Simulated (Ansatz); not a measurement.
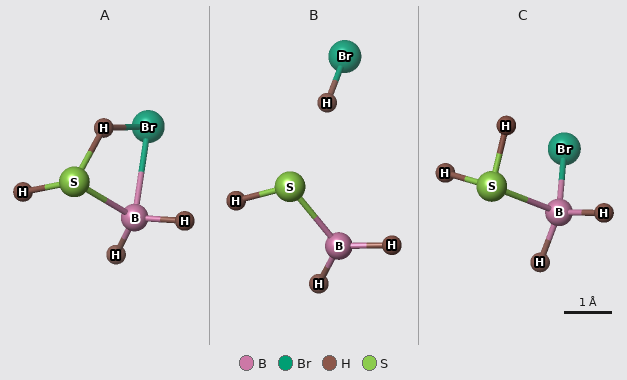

Three geometries of BH₄SBr: a saddle point and the two minima that it joins, in shuffled order. A ball-and-stick model, seen at a tilt. Sticks join atoms that are closer than about 1.2 times the sum of their covalent radii (a little more with hydrogen).

Stationary points at PBE0-D4/def2-TZVP, single-point energies with CCSD(T)/CBS, r2SCAN-D4, wB97M-V, CCSD(T), r2SCAN0-D4, B3LYP-D4 (def2-TZVPP where no basis is named; Ansatz 0.2.0). The energies are electronic, without zero-point or thermal terms, and both ends are the minima reached downhill from the saddle, with any fragments still in contact. CCSD(T)/CBS stands for a frozen-core estimate: MP2 correlation extrapolated from def2-TZVPP and def2-QZVPP, CCSD(T) minus MP2 from the smaller set.

Question: Identify the saddle point and describe the reaction.

Answer: Frame A is the saddle point. Counted by bonded pieces, C holds BH₄SBr and B holds BH₃S + HBr. From C over the saddle to B, a bond forms: Br–H (3.18 → 1.61 → 1.43 Å). Bonds break: B–Br (2.00 → 2.35 → 4.45 Å), H–S (1.35 → 1.76 → 2.51 Å). The saddle has one imaginary mode, 600i cm⁻¹. With CCSD(T)/CBS the barrier is 86.0 kJ/mol from C and 60.1 kJ/mol from B, and B lies 25.8 kJ/mol above C.

```
      level  barrier from C (kJ/mol)  barrier from B (kJ/mol)  B less C (kJ/mol)
CCSD(T)/CBS                     86.0                     60.1               25.8
  r2SCAN-D4                     71.4                     39.5               31.9
    wB97M-V                     88.0                     60.7               27.2
    CCSD(T)                     87.6                     65.4               22.1
 r2SCAN0-D4                     82.0                     47.9               34.1
   B3LYP-D4                     78.6                     60.3               18.4
```

Against CCSD(T)/CBS, CCSD(T) comes closest on the barrier from C (+1.6 kJ/mol) and r2SCAN-D4 misses most (−14.5 kJ/mol).
